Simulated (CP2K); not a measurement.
**MNDO run of CH7AlSn (SMILES [CH3][AlH][SnH3])**

What is the vertical electron affinity of CH7AlSn at MNDO? 

The results are computed with CP2K 2026.2.

2 further runs of the same task are left out: 2 set aside as unsound or not needed.

## Step 1: Starting point

CH7AlSn has 10 atoms, charge 0, and is taken as a singlet. SMILES: `[CH3][AlH][SnH3]`. Geometry: a GFN2-xTB relaxation, a rough one for these elements and not checked as a minimum.

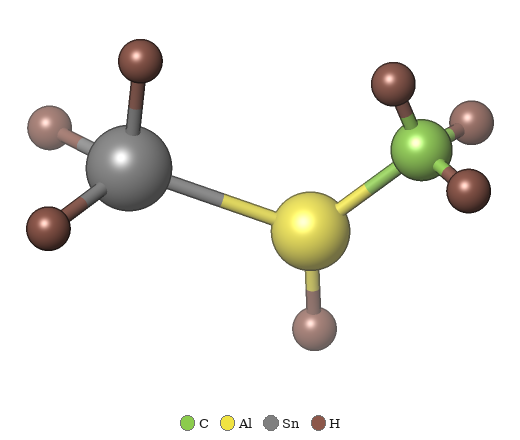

The structure, seen from a chosen angle (carbon green, aluminium yellow, tin grey, hydrogen brown).

## Step 2: Energy and forces at MNDO

Contents of job.inp:

```
&GLOBAL
 PROJECT job
 RUN_TYPE ENERGY_FORCE
 PRINT_LEVEL MEDIUM
&END GLOBAL
&FORCE_EVAL
 METHOD Quickstep
 &DFT
  &QS
   METHOD MNDO
   EPS_DEFAULT 1.0E-10
   &SE
    &COULOMB
     CUTOFF [angstrom] 50
     RC_RANGE [angstrom] 0
    &END COULOMB
    &EXCHANGE
     CUTOFF [angstrom] 50
     RC_RANGE [angstrom] 0
    &END EXCHANGE
   &END SE
  &END QS
  &POISSON
   PERIODIC NONE
   POISSON_SOLVER ANALYTIC
  &END POISSON
  &SCF
   SCF_GUESS ATOMIC
   EPS_SCF 1.0E-06
   MAX_SCF 100
   ADDED_MOS 8
   &DIAGONALIZATION
    ALGORITHM STANDARD
   &END DIAGONALIZATION
   &MIXING
    METHOD DIRECT_P_MIXING
    ALPHA 0.4
   &END MIXING
  &END SCF
  &PRINT
   &MOMENTS
    PERIODIC F
    REFERENCE COM
    MAX_MOMENT 1
   &END MOMENTS
   &MO ON
    ENERGIES T
    OCCUPATION_NUMBERS T
    NDIGITS 6
    &EACH
     QS_SCF 0
    &END EACH
    ADD_LAST NUMERIC
   &END MO
   &HIRSHFELD OFF
   &END HIRSHFELD
  &END PRINT
 &END DFT
 &SUBSYS
  &CELL
   ABC 16.9 17.1 16.7
   PERIODIC NONE
  &END CELL
  &COORD
   C     -1.356240     1.217060    -0.810510
   Al     0.242700     0.086890    -1.058070
   Sn     1.170620    -1.144140     1.069550
   H     -1.175440     2.271530    -1.052840
   H     -1.699530     1.186370     0.233150
   H     -2.203650     0.901680    -1.431570
   H      1.050990    -0.187230    -2.345280
   H      1.164070    -2.816200     1.257240
   H      0.153730    -0.730000     2.358180
   H      2.652760    -0.785960     1.780160
  &END COORD
  &TOPOLOGY
   &CENTER_COORDINATES
   &END CENTER_COORDINATES
  &END TOPOLOGY
 &END SUBSYS
 &PRINT
  &FORCES ON
  &END FORCES
 &END PRINT
&END FORCE_EVAL
```

On the command line:

```console
$ OMP_NUM_THREADS=1 cp2k.psmp -i job.inp -o job.out
```

What it wrote (excerpt; [...] marks lines left out):

```text
CP2K| version string:                                       CP2K version 2026.2
[...]
 GLOBAL| Method name                                                        CP2K
[...]
 GLOBAL| Run type                                                   ENERGY_FORCE
[...]
                             - Atoms:                                         10
[...]
                             - Spherical basis functions:                     19
[...]
 Number of electrons:                                                         18
[...]
     1 P_Mix/Diag. 0.40E+00    0.0     0.91738440        -9.0890247673 -9.09E+00
[...]
    16 DIIS/Diag.  0.19E-06    0.0     0.00000038       -13.5491628985 -2.98E-12
  *** SCF run converged in    16 steps ***
  Core-core repulsion energy [eV]:                            679.59895585992354
  Core Hamiltonian energy [eV]:                              -520.85528655731343
  Two-electron integral energy [eV]:                        -1054.87028373906696
  Electronic energy [eV]:                                   -1048.29042842684680
  Total energy [eV]:                                         -368.69147256692338
  Atomic reference energy [eV]:                               370.45659829775349
  Heat of formation [kcal/mol]:                                40.70476957015377
[...]
 SE_DIPOLE| Moment [Debye]          1.46218761      -1.86565677       3.06740022
 SE_DIPOLE| Derivative [a.u.]       0.00000000       0.00000000       0.00000000
 ENERGY| Total FORCE_EVAL ( QS ) energy [hartree]            -13.549162898530994
 FORCES| Atomic forces [hartree/bohr]
 FORCES|   Atom     x               y               z               |f|
 FORCES|      1  3.30583202E-02 -2.43725114E-02 -1.49350419E-03   4.10986910E-02
 FORCES|      2 -1.09930840E-02  1.17659560E-02 -1.33322456E-02   2.09053675E-02
 FORCES|      3 -2.84242006E-03 -5.88350750E-03  3.07930657E-02   3.14786898E-02
 FORCES|      4  7.42423818E-03  4.83790185E-03 -2.84408784E-03   9.30663433E-03
 FORCES|      5  9.04892973E-04 -2.10195596E-03  5.06062339E-03   5.55400389E-03
 FORCES|      6 -1.36933898E-03 -6.90955306E-03 -6.07977041E-03   9.30487082E-03
 FORCES|      7 -2.07237340E-02  7.49613207E-03  3.10390412E-02   3.80668783E-02
 FORCES|      8 -3.79545323E-04  2.72037391E-02 -6.54866238E-03   2.79834318E-02
 FORCES|      9  1.83044443E-02 -7.78228408E-03 -2.19752969E-02   2.96400118E-02
 FORCES|     10 -2.33837732E-02 -4.25391705E-03 -1.46191630E-02   2.79037020E-02
 FORCES| Sum     4.12864187E-16 -1.00613962E-16 -3.88578059E-16
 FORCES| Total atomic force                                       5.75823683E-16
[...]
```

It took 0.4 s on 1 thread of Arm Neoverse N1, shared host; peak memory 0.14 GiB.

## Step 3: The doublet anion at the same level

Contents of mol.inp:

```
&GLOBAL
    PROJECT_NAME mol
    RUN_TYPE ENERGY_FORCE
    PRINT_LEVEL MEDIUM
&END GLOBAL

&FORCE_EVAL
    METHOD QUICKSTEP
    &DFT
        CHARGE -1
        MULTIPLICITY 2
        UKS T
        &QS
            METHOD MNDO
            EPS_DEFAULT 1.0E-10
            &SE
                &COULOMB
                    CUTOFF [angstrom] 50
                    RC_RANGE [angstrom] 0
                &END COULOMB
                &EXCHANGE
                    CUTOFF [angstrom] 50
                    RC_RANGE [angstrom] 0
                &END EXCHANGE
            &END SE
        &END QS
        &POISSON
            PERIODIC NONE
            POISSON_SOLVER ANALYTIC
        &END POISSON
        &SCF
            SCF_GUESS ATOMIC
            EPS_SCF 1.0E-06
            MAX_SCF 30
            &OT ON
                MINIMIZER DIIS
                PRECONDITIONER FULL_ALL
            &END OT
            &OUTER_SCF
                EPS_SCF 1.0E-06
                MAX_SCF 8
            &END OUTER_SCF
        &END SCF
        &PRINT
            &MOMENTS
                PERIODIC F
                REFERENCE COM
                MAX_MOMENT 1
            &END MOMENTS
            &MO_CUBES
                NLUMO 1
                NHOMO -1
                WRITE_CUBE F
            &END MO_CUBES
            &HIRSHFELD OFF
            &END HIRSHFELD
        &END PRINT
    &END DFT
    &SUBSYS
        &CELL
            ABC [angstrom] 16.9 17.1 16.7
            PERIODIC NONE
        &END CELL
        &COORD
            C     -1.356240     1.217060    -0.810510
            Al     0.242700     0.086890    -1.058070
            Sn     1.170620    -1.144140     1.069550
            H     -1.175440     2.271530    -1.052840
            H     -1.699530     1.186370     0.233150
            H     -2.203650     0.901680    -1.431570
            H      1.050990    -0.187230    -2.345280
            H      1.164070    -2.816200     1.257240
            H      0.153730    -0.730000     2.358180
            H      2.652760    -0.785960     1.780160
        &END COORD
        &TOPOLOGY
            &CENTER_COORDINATES
            &END CENTER_COORDINATES
        &END TOPOLOGY
    &END SUBSYS
    &PRINT
        &FORCES ON
        &END FORCES
    &END PRINT
&END FORCE_EVAL
```

On the command line:

```console
$ OMP_NUM_THREADS=1 cp2k.psmp mol.inp > mol.out
```

What it wrote (excerpt; [...] marks lines left out):

```text
CP2K| version string:                                       CP2K version 2026.2
[...]
 GLOBAL| Method name                                                        CP2K
[...]
 GLOBAL| Run type                                                   ENERGY_FORCE
[...]
                             - Atoms:                                         10
[...]
                             - Spherical basis functions:                     19
[...]
 Number of electrons:                                                         10
[...]
     1 OT DIIS     0.15E+00    0.0     0.21871459       -10.1460151857 -1.01E+01
[...]
    14 OT DIIS     0.15E+00    0.0     0.00000076       -13.6066360531 -6.22E-10
  *** SCF run converged in    14 steps ***
  Core-core repulsion energy [eV]:                            679.59895585992354
  Core Hamiltonian energy [eV]:                              -532.42282568776704
  Two-electron integral energy [eV]:                        -1034.86305361844211
  Electronic energy [eV]:                                   -1049.85435249698821
  Total energy [eV]:                                         -370.25539663706468
  Atomic reference energy [eV]:                               370.45659829775349
  Heat of formation [kcal/mol]:                                 4.63982088778379
[...]
 SE_DIPOLE| Moment [Debye]          0.59969493      -0.52887446       0.29663856
 SE_DIPOLE| Derivative [a.u.]       0.00000000       0.00000000       0.00000000
 *** WARNING in qs_scf_post_se.F:140 :: Printing of MO cube files not ***
 *** implemented for Semi-Empirical method.                           ***
 ENERGY| Total FORCE_EVAL ( QS ) energy [hartree]            -13.606636053359949
[...]
```

It took 1.3 s on 1 thread of Arm Neoverse N1, shared host; peak memory 0.14 GiB.

## Step 4: Results

At MNDO:

```
                                                  quantity          value
                             singlet CH7AlSn: total energy   -13.54916 Eh
                            singlet CH7AlSn: dipole moment         3.88 D
                              singlet CH7AlSn: HOMO energy      -10.02 eV
                              singlet CH7AlSn: LUMO energy       -1.24 eV
                            singlet CH7AlSn: HOMO–LUMO gap        8.79 eV
singlet CH7AlSn: heat of formation at this unrelaxed shape  40.7 kcal/mol
                 singlet CH7AlSn: largest force on an atom     2.113 eV/Å
                               doublet anion: total energy   -13.60664 Eh
  doublet anion: heat of formation at this unrelaxed shape   4.6 kcal/mol
                   doublet anion: largest force on an atom     1.850 eV/Å
         vertical electron affinity (to the doublet anion)       1.564 eV
```

What this shows: At fixed nuclei the extra electron is bound by 1.56 eV (36 kcal/mol). The largest force (singlet CH7AlSn) is 2.11 eV/Å: the shape isn't a stationary point for this species at this level. A minimal valence basis can't be trusted even for the sign of an electron affinity.
